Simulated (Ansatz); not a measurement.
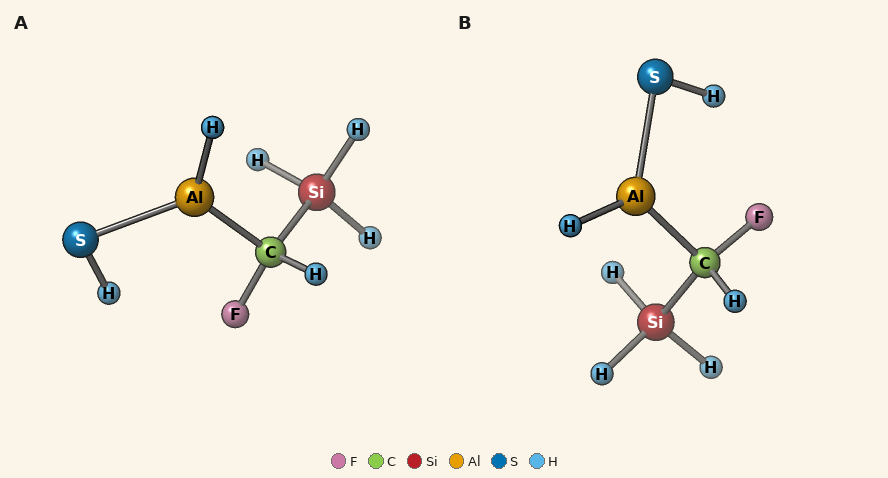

Depth is shown by fading: the farther an atom, the more it takes the colour of the background. The geometry was computed by an optimisation with PBE-D4/def2-SVP. No frequency run is at hand to confirm it as a minimum.

> Can A be turned into B by a rotation alone?

No. They are enantiomers, mirror images that no rotation superimposes: A is F[C@@H]([SiH3])[AlH][SH] (), B is F[C@H]([SiH3])[AlH][SH] (). Their energies are equal.
